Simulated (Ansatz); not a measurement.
# KBr (Fm-3m): phonons against volume, part 3 of 4

Wanted: mode Grüneisen parameters of KBr and a free-energy fit over volumes.

What experiment has found for this phase:
- volume expansion coefficient 116.1 1e-6/K and heat capacity C_P per formula unit 52.3 J/mol/K near room temperature (given in “High-Throughput Prediction of Finite-Temperature Properties using the Quasi-Harmonic Approximation”, 2016, arXiv:1603.06924)
- volume expansion coefficient 117.6 1e-6/K near room temperature (given in “Descriptors for thermal expansion in solids”, 2017, arXiv:1701.03966)

Ansatz 0.2.0; DFT LDA, scalar-relativistic, plane waves, PAW.

So far, highest frequency (cm⁻¹): step 6 (phonons, V/V0 1) 172.

### 9. A cell at another volume, V/V0 0.985

Symmetry fixes every atom, so a single point at the scaled cell gives the energy and pressure of this member.

The cell differs from the one that the last finished run ended in (a 4.528 → 4.483 Å, b 4.528 → 4.483 Å, c 4.528 → 4.483 Å).

Contents of input.yaml:

```yaml
crystal:
  lattice:
    - [0.0, 3.169775243, 3.169775243]
    - [3.169775243, 0.0, 3.169775243]
    - [3.169775243, 3.169775243, 0.0]
  atoms:
    - { symbol: K, position: [0.0, 0.0, 0.0] }
    - { symbol: Br, position: [0.5, 0.5, 0.5] }
kpoints:
  mp_grid: { grid: [8, 8, 8] }
hamiltonian:
  xc: lda
scf:
  occupations: { method: fixed }
output:
  forces: true
  stress: true
  eigenvalues: true
```

The run is started by

```console
$ ansatz run input.yaml --threads 4 --pin off --max-ram 16384MiB --backend cpu --events-out ev --progress --plain --runs-dir out
```

Numbers of over 12 decimals in the logs are rounded to 6 here.

Output:

```text
[...]
Crystal: 2 atoms, lattice volume = 63.696 Å³
Basis set: ecut = 420 eV, 1243 PW (Γ)
Bands: 12, of which v1, the nominal top of the filled ones, is band 8 counted from 1 (7 counted from 0)
Symmetry: 48 space group operations
[...]
k-points: 29 of 512
[...]
P = ⅓ Tr σ = 0.3184 GPa (3.184 kbar)
--- Band table (eV; the first three rows and the last of 29) ---
  k-point 0: bands = [... 4 lower, -9.2482, 1.6745, 1.6745, 1.6745, 6.0408, 9.0219, 9.0219, 9.0219]
  k-point 1: bands = [... 4 lower, -9.2002, 1.3757, 1.5990, 1.5990, 6.5026, 8.9197, 9.2321, 9.2321]
  k-point 2: bands = [... 4 lower, -9.0900, 0.7972, 1.4270, 1.4270, 7.4194, 9.0003, 9.8184, 9.8184]
  k-point 28: bands = [... 4 lower, -9.1332, 0.9552, 0.9552, 0.9631, 8.8829, 8.8829, 10.1055, 10.8961]
[key lines of the parts left out:]
SCF converged after 6 iterations
Free energy (F): -4193.637010 eV
Fermi energy:    1.674496 eV
```

Run time: 0.41 s. Hardware: 4 threads of Intel Xeon Platinum 8488C (Sapphire Rapids), shared host; peak memory 0.36 GiB; 1.1 s of CPU time.

The run ends at a pressure of 0.32 GPa.

### 10. Lattice dynamics at this volume, V/V0 0.985

The same q-mesh and k-mesh are kept at every volume, so that much of their error can cancel in the differences.

input.yaml, the sections that differ from step 9:

```yaml
output:
  eigenvalues: true
phonons:
  method: dfpt
  dielectric: true
  rigid_motions: translations
  qmesh: [4, 4, 4]
  temperatures: { t_max: 1000, t_step: 50 }
  qpath:
    path:
      - [[0.0, 0.0, 0.0], [0.5, 0.0, 0.5], [0.625, 0.25, 0.625]]
      - [[0.375, 0.375, 0.75], [0.0, 0.0, 0.0], [0.5, 0.5, 0.5], [0.5, 0.25, 0.75], [0.5, 0.0, 0.5]]
    npoints: 10
# crystal, kpoints, hamiltonian, scf: as in step 9
```

Output:

```text
[...]
Crystal: 2 atoms, lattice volume = 63.696 Å³
Basis set: ecut = 420 eV, 1243 PW (Γ), exchange–correlation on 60×60×60 points (8 copies of the dense FFT grid, shifted against one another)
Bands: 12, of which v1, the nominal top of the filled ones, is band 8 counted from 1 (7 counted from 0)
Symmetry: 48 space group operations
k-points: 59 of 512 (irreducible under 8 space group operations, time reversal used)
[...]
optical modes at Γ + LO–TO along q̂ = [0.0000, 1.0000, 0.0000]:
      ω (cm⁻¹)  modes    IR ((D/Å)²/amu)
        134.44      2             2.1191
        175.61      1             1.0596
  optical modes at Γ + LO–TO along q̂ = [0.0000, 0.0000, 1.0000]:
      ω (cm⁻¹)  modes    IR ((D/Å)²/amu)
        134.44      2             2.1191
        175.61      1             1.0596
--- Phonons (arbitrary-q DFPT): 8 irreducible q on the 4×4×4 mesh ---
[...]
interpolated dispersion: 63 rows × 6 modes
[...]
[key lines of the parts left out:]
SCF converged after 8 iterations
Free energy (F): -4193.637009 eV
Fermi energy:    1.674398 eV
```

Wall time 50 s (4 threads); peak memory 1.1 GiB.

LO-TO term included. The phonon branches at the labelled points (cm⁻¹):

```
    point  branch 1  branch 2  branch 3  branch 4  branch 5  branch 6
        Γ         0         0         0       134       134       176
        X        39        39        69       140       140       147
        U        60        64        74       131       140       145
jump to K        60        64        74       131       140       145
        Γ         0         0         0       134       134       176
        L        82        82        99       114       114       158
        W        58        58        87       125       143       143
        X        39        39        69       140       140       147
```

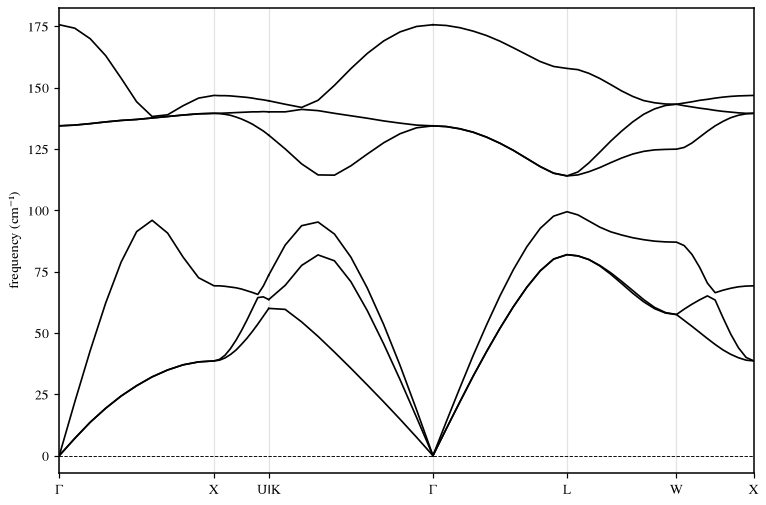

Phonon branches along the path.

No mode is imaginary beyond numerical noise at the solved wavevectors. The highest zone-centre mode (no LO–TO term) moved by +3.5 % for a volume change of -1.5 %.

### 11. A cell at another volume, V/V0 1.03

Symmetry fixes every atom, so a single point at the scaled cell gives the energy and pressure of this member.

The cell differs from the one that the last finished run ended in (a 4.483 → 4.550 Å, b 4.483 → 4.550 Å, c 4.483 → 4.550 Å).

input.yaml, the sections that differ from step 10:

```yaml
crystal:
  lattice:
    - [0.0, 3.2173289525, 3.2173289525]
    - [3.2173289525, 0.0, 3.2173289525]
    - [3.2173289525, 3.2173289525, 0.0]
  atoms:
    - { symbol: K, position: [0.0, 0.0, 0.0] }
    - { symbol: Br, position: [0.5, 0.5, 0.5] }
output:
  forces: true
  stress: true
  eigenvalues: true
# kpoints, hamiltonian, scf: as in step 10
# phonons: removed
```

Output:

```text
[...]
Crystal: 2 atoms, lattice volume = 66.606 Å³
Basis set: ecut = 420 eV, 1291 PW (Γ)
Bands: 12, of which v1, the nominal top of the filled ones, is band 8 counted from 1 (7 counted from 0)
Symmetry: 48 space group operations
[...]
k-points: 29 of 512
[...]
P = ⅓ Tr σ = -0.5561 GPa (-5.561 kbar)
--- Band table (eV; the first three rows and the last of 29) ---
  k-point 0: bands = [... 4 lower, -9.6651, 1.3295, 1.3295, 1.3295, 5.5646, 8.6871, 8.6871, 8.6871]
  k-point 1: bands = [... 4 lower, -9.6226, 1.0522, 1.2621, 1.2621, 6.0066, 8.5789, 8.8881, 8.8881]
  k-point 2: bands = [... 4 lower, -9.5252, 0.5133, 1.1081, 1.1081, 6.9152, 8.6103, 9.4491, 9.4491]
  k-point 28: bands = [... 4 lower, -9.5641, 0.6481, 0.6481, 0.6750, 8.5021, 8.5021, 9.5893, 10.3650]
[key lines of the parts left out:]
SCF converged after 6 iterations
Free energy (F): -4193.634485 eV
Fermi energy:    1.329473 eV
```

It took 0.41 s on 4 threads; peak memory 0.37 GiB.

The run ends at a pressure of -0.56 GPa.

### 12. Phonons, V/V0 1.03

Phonons at this volume give one point of F(V, T); meshes stay fixed along the series.

input.yaml, the sections that differ from step 11:

```yaml
output:
  eigenvalues: true
phonons:
  method: dfpt
  dielectric: true
  rigid_motions: translations
  qmesh: [4, 4, 4]
  temperatures: { t_max: 1000, t_step: 50 }
  qpath:
    path:
      - [[0.0, 0.0, 0.0], [0.5, 0.0, 0.5], [0.625, 0.25, 0.625]]
      - [[0.375, 0.375, 0.75], [0.0, 0.0, 0.0], [0.5, 0.5, 0.5], [0.5, 0.25, 0.75], [0.5, 0.0, 0.5]]
    npoints: 10
# crystal, kpoints, hamiltonian, scf: as in step 11
```

Output:

```text
[...]
Crystal: 2 atoms, lattice volume = 66.606 Å³
Basis set: ecut = 420 eV, 1291 PW (Γ), exchange–correlation on 64×64×64 points (8 copies of the dense FFT grid, shifted against one another)
Bands: 12, of which v1, the nominal top of the filled ones, is band 8 counted from 1 (7 counted from 0)
Symmetry: 48 space group operations
k-points: 59 of 512 (irreducible under 8 space group operations, time reversal used)
[...]
optical modes at Γ + LO–TO along q̂ = [0.0000, 1.0000, 0.0000]:
      ω (cm⁻¹)  modes    IR ((D/Å)²/amu)
        121.26      2             2.1593
        165.57      1             1.0797
  optical modes at Γ + LO–TO along q̂ = [0.0000, 0.0000, 1.0000]:
      ω (cm⁻¹)  modes    IR ((D/Å)²/amu)
        121.26      2             2.1593
        165.57      1             1.0797
--- Phonons (arbitrary-q DFPT): 8 irreducible q on the 4×4×4 mesh ---
[...]
interpolated dispersion: 63 rows × 6 modes
[...]
[key lines of the parts left out:]
SCF converged after 8 iterations
Free energy (F): -4193.634485 eV
Fermi energy:    1.329355 eV
```

Wall time 50 s (4 threads); peak memory 1.1 GiB; 3.2 min of CPU time.

LO-TO term included. The phonon branches at the labelled points (cm⁻¹):

```
    point  branch 1  branch 2  branch 3  branch 4  branch 5  branch 6
        Γ         0         0         0       121       121       166
        X        41        41        71       125       125       132
        U        57        65        71       117       128       130
jump to K        57        65        71       117       128       130
        Γ         0         0         0       121       121       166
        L        74        74        93       103       103       149
        W        59        59        80       115       128       128
        X        41        41        71       125       125       132
```

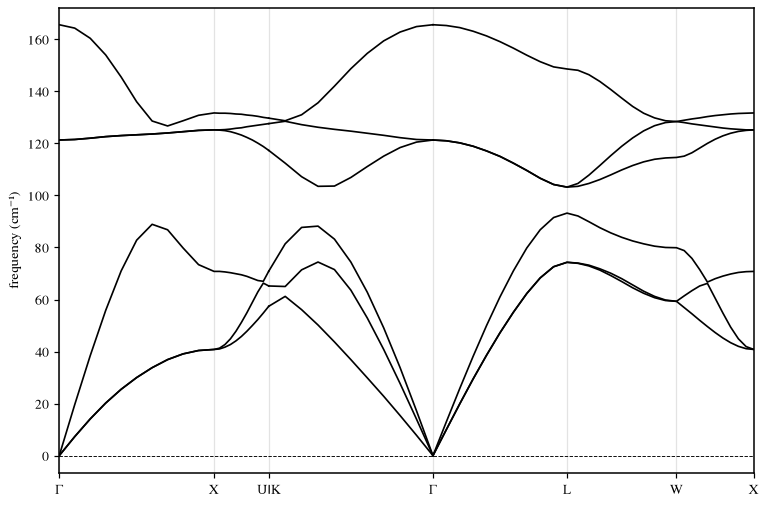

Phonon branches along the path.

No mode is imaginary beyond numerical noise at the solved wavevectors. The highest zone-centre mode (no LO–TO term) moved by -6.7 % for a volume change of +3.0 %.

### 13. A cell at another volume, V/V0 0.97

Symmetry fixes every atom, so a single point at the scaled cell gives the energy and pressure of this member.

The cell differs from the one that the last finished run ended in (a 4.550 → 4.460 Å, b 4.550 → 4.460 Å, c 4.550 → 4.460 Å).

input.yaml, the sections that differ from step 12:

```yaml
crystal:
  lattice:
    - [0.0, 3.1536026389, 3.1536026389]
    - [3.1536026389, 0.0, 3.1536026389]
    - [3.1536026389, 3.1536026389, 0.0]
  atoms:
    - { symbol: K, position: [0.0, 0.0, 0.0] }
    - { symbol: Br, position: [0.5, 0.5, 0.5] }
output:
  forces: true
  stress: true
  eigenvalues: true
# kpoints, hamiltonian, scf: as in step 12
# phonons: removed
```

Output:

```text
[...]
Crystal: 2 atoms, lattice volume = 62.726 Å³
Basis set: ecut = 420 eV, 1243 PW (Γ)
Bands: 12, of which v1, the nominal top of the filled ones, is band 8 counted from 1 (7 counted from 0)
Symmetry: 48 space group operations
[...]
k-points: 29 of 512
[...]
P = ⅓ Tr σ = 0.6664 GPa (6.664 kbar)
--- Band table (eV; the first three rows and the last of 29) ---
  k-point 0: bands = [... 4 lower, -9.1020, 1.7978, 1.7978, 1.7978, 6.2112, 9.1398, 9.1398, 9.1398]
  k-point 1: bands = [... 4 lower, -9.0518, 1.4914, 1.7192, 1.7192, 6.6798, 9.0398, 9.3532, 9.3532]
  k-point 2: bands = [... 4 lower, -8.9368, 0.8987, 1.5407, 1.5407, 7.5975, 9.1396, 9.9483, 9.9483]
  k-point 28: bands = [... 4 lower, -8.9816, 1.0655, 1.0655, 1.0658, 9.0169, 9.0169, 10.2868, 11.0829]
[key lines of the parts left out:]
SCF converged after 6 iterations
Free energy (F): -4193.634045 eV
Fermi energy:    1.797790 eV
```

Wall time 0.4 s (4 threads); peak memory 0.36 GiB.

The run ends at a pressure of 0.67 GPa.

### 14. Phonons, V/V0 0.97

The same q-mesh and k-mesh are kept at every volume, so that much of their error can cancel in the differences.

input.yaml, the sections that differ from step 13:

```yaml
output:
  eigenvalues: true
phonons:
  method: dfpt
  dielectric: true
  rigid_motions: translations
  qmesh: [4, 4, 4]
  temperatures: { t_max: 1000, t_step: 50 }
  qpath:
    path:
      - [[0.0, 0.0, 0.0], [0.5, 0.0, 0.5], [0.625, 0.25, 0.625]]
      - [[0.375, 0.375, 0.75], [0.0, 0.0, 0.0], [0.5, 0.5, 0.5], [0.5, 0.25, 0.75], [0.5, 0.0, 0.5]]
    npoints: 10
# crystal, kpoints, hamiltonian, scf: as in step 13
```

Output:

```text
[...]
Crystal: 2 atoms, lattice volume = 62.726 Å³
Basis set: ecut = 420 eV, 1243 PW (Γ), exchange–correlation on 60×60×60 points (8 copies of the dense FFT grid, shifted against one another)
Bands: 12, of which v1, the nominal top of the filled ones, is band 8 counted from 1 (7 counted from 0)
Symmetry: 48 space group operations
k-points: 59 of 512 (irreducible under 8 space group operations, time reversal used)
[...]
optical modes at Γ + LO–TO along q̂ = [0.0000, 1.0000, 0.0000]:
      ω (cm⁻¹)  modes    IR ((D/Å)²/amu)
        139.05      2             2.1052
        179.21      1             1.0526
  optical modes at Γ + LO–TO along q̂ = [0.0000, 0.0000, 1.0000]:
      ω (cm⁻¹)  modes    IR ((D/Å)²/amu)
        139.05      2             2.1052
        179.21      1             1.0526
--- Phonons (arbitrary-q DFPT): 8 irreducible q on the 4×4×4 mesh ---
[...]
interpolated dispersion: 63 rows × 6 modes
[...]
[key lines of the parts left out:]
SCF converged after 8 iterations
Free energy (F): -4193.634044 eV
Fermi energy:    1.797694 eV
```

The job ended after 49 s (4 threads; peak memory 1.1 GiB).

LO-TO term included. The phonon branches at the labelled points (cm⁻¹):

```
    point  branch 1  branch 2  branch 3  branch 4  branch 5  branch 6
        Γ         0         0         0       139       139       179
        X        38        38        68       144       144       152
        U        61        63        74       135       145       150
jump to K        61        63        74       135       145       150
        Γ         0         0         0       139       139       179
        L        85        85       102       118       118       161
        W        57        57        90       128       148       148
        X        38        38        68       144       144       152
```

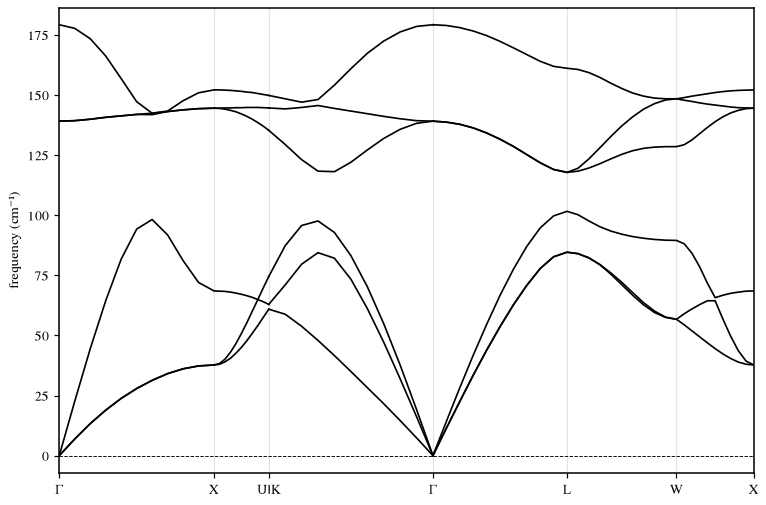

Phonon branches along the path.

No mode is imaginary beyond numerical noise at the solved wavevectors. The highest zone-centre mode (no LO–TO term) moved by +7.0 % for a volume change of -3.0 %.

### 15. A cell at another volume, V/V0 1.05

Symmetry fixes every atom, so a single point at the scaled cell gives the energy and pressure of this member.

The cell differs from the one that the last finished run ended in (a 4.460 → 4.579 Å, b 4.460 → 4.579 Å, c 4.460 → 4.579 Å).

input.yaml, the sections that differ from step 14:

```yaml
crystal:
  lattice:
    - [0.0, 3.2380197395, 3.2380197395]
    - [3.2380197395, 0.0, 3.2380197395]
    - [3.2380197395, 3.2380197395, 0.0]
  atoms:
    - { symbol: K, position: [0.0, 0.0, 0.0] }
    - { symbol: Br, position: [0.5, 0.5, 0.5] }
output:
  forces: true
  stress: true
  eigenvalues: true
# kpoints, hamiltonian, scf: as in step 14
# phonons: removed
```

Output:

```text
[...]
Crystal: 2 atoms, lattice volume = 67.900 Å³
Basis set: ecut = 420 eV, 1363 PW (Γ)
Bands: 12, of which v1, the nominal top of the filled ones, is band 8 counted from 1 (7 counted from 0)
Symmetry: 48 space group operations
[...]
k-points: 29 of 512
[...]
P = ⅓ Tr σ = -0.8749 GPa (-8.749 kbar)
--- Band table (eV; the first three rows and the last of 29) ---
  k-point 0: bands = [... 4 lower, -9.8405, 1.1872, 1.1872, 1.1872, 5.3684, 8.5466, 8.5466, 8.5466]
  k-point 1: bands = [... 4 lower, -9.8001, 0.9187, 1.1230, 1.1230, 5.8019, 8.4361, 8.7439, 8.7439]
  k-point 2: bands = [... 4 lower, -9.7076, 0.3963, 0.9761, 0.9761, 6.7049, 8.4490, 9.2942, 9.2942]
  k-point 28: bands = [... 4 lower, -9.7448, 0.5221, 0.5221, 0.5559, 8.3424, 8.3424, 9.3724, 10.1422]
[key lines of the parts left out:]
SCF converged after 6 iterations
Free energy (F): -4193.628682 eV
Fermi energy:    1.187152 eV
```

Run time: 0.4 s. Hardware: 4 threads; peak memory 0.34 GiB.

The run ends at a pressure of -0.87 GPa.

### 16. Lattice dynamics at this volume, V/V0 1.05

The same q-mesh and k-mesh are kept at every volume, so that much of their error can cancel in the differences.

input.yaml, the sections that differ from step 15:

```yaml
output:
  eigenvalues: true
phonons:
  method: dfpt
  dielectric: true
  rigid_motions: translations
  qmesh: [4, 4, 4]
  temperatures: { t_max: 1000, t_step: 50 }
  qpath:
    path:
      - [[0.0, 0.0, 0.0], [0.5, 0.0, 0.5], [0.625, 0.25, 0.625]]
      - [[0.375, 0.375, 0.75], [0.0, 0.0, 0.0], [0.5, 0.5, 0.5], [0.5, 0.25, 0.75], [0.5, 0.0, 0.5]]
    npoints: 10
# crystal, kpoints, hamiltonian, scf: as in step 15
```

Output:

```text
[...]
Crystal: 2 atoms, lattice volume = 67.900 Å³
Basis set: ecut = 420 eV, 1363 PW (Γ), exchange–correlation on 64×64×64 points (8 copies of the dense FFT grid, shifted against one another)
Bands: 12, of which v1, the nominal top of the filled ones, is band 8 counted from 1 (7 counted from 0)
Symmetry: 48 space group operations
k-points: 59 of 512 (irreducible under 8 space group operations, time reversal used)
[...]
optical modes at Γ + LO–TO along q̂ = [0.0000, 1.0000, 0.0000]:
      ω (cm⁻¹)  modes    IR ((D/Å)²/amu)
        115.69      2             2.1764
        161.45      1             1.0882
  optical modes at Γ + LO–TO along q̂ = [0.0000, 0.0000, 1.0000]:
      ω (cm⁻¹)  modes    IR ((D/Å)²/amu)
        115.69      2             2.1764
        161.45      1             1.0882
--- Phonons (arbitrary-q DFPT): 8 irreducible q on the 4×4×4 mesh ---
[...]
interpolated dispersion: 63 rows × 6 modes
[...]
[key lines of the parts left out:]
SCF converged after 9 iterations
Free energy (F): -4193.628681 eV
Fermi energy:    1.187014 eV
```

Elapsed: 50 s, on 4 threads; peak memory 1.2 GiB; 3.2 min of CPU time.

No mode is imaginary beyond numerical noise at the solved wavevectors. The highest zone-centre mode (no LO–TO term) moved by -11.0 % for a volume change of +5.0 %.

[end of part 3 of 4]

[Logs are printed without paths, hosts, clocks, repeated set-up lines and the standing remarks that a program may print on its own settings, such as how far it seeks lower states.]

[Hosts, paths, dates, database ids (printed as entryN), source tags and the programs' standing remarks are cut or masked in the printed files.]

[A step with changed settings may run another functional than the one named; its input shows which.]

[Of the runs on displaced cells, only some may be shown.]
